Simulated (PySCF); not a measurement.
SMILES C#CC[SiH2][SiH3] (C3H8Si2) at its GFN2-xTB optimised geometry (Å):

```
13

C      1.8742    -0.5878     0.0030
C      0.6772    -0.6221     0.0000
C     -0.7628    -0.6221     0.0000
Si    -1.4587     1.1678     0.0000
Si    -0.6543     2.3489    -1.8147
H      2.9227    -0.5851     0.0040
H     -1.1165    -1.1604    -0.8831
H     -1.1173    -1.1678     0.8773
H     -2.9227     1.0055     0.0190
H     -1.1026     1.7551     1.3000
H     -1.3937     3.6012    -2.0017
H     -0.7829     1.6017    -3.0705
H      0.7590     2.7063    -1.6802
```

Method: B3LYP/def2-TZVP run with PySCF.

Map of the Laplacian of the electron density (e/bohr⁵), clipped to [-1.50, 1.50] on the plane z = 0.6 Å:

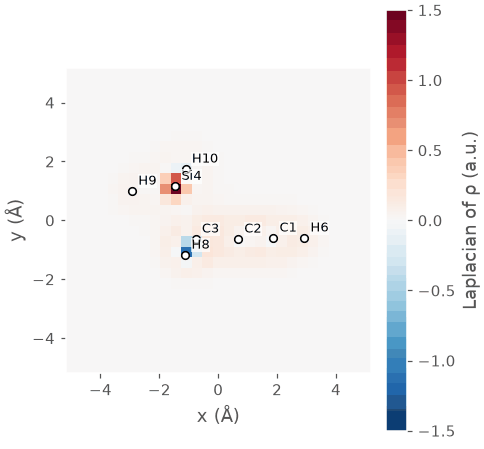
Figure. Laplacian of the electron density (e/bohr⁵), clipped to [-1.50, 1.50] on the plane z = 0.6 Å.
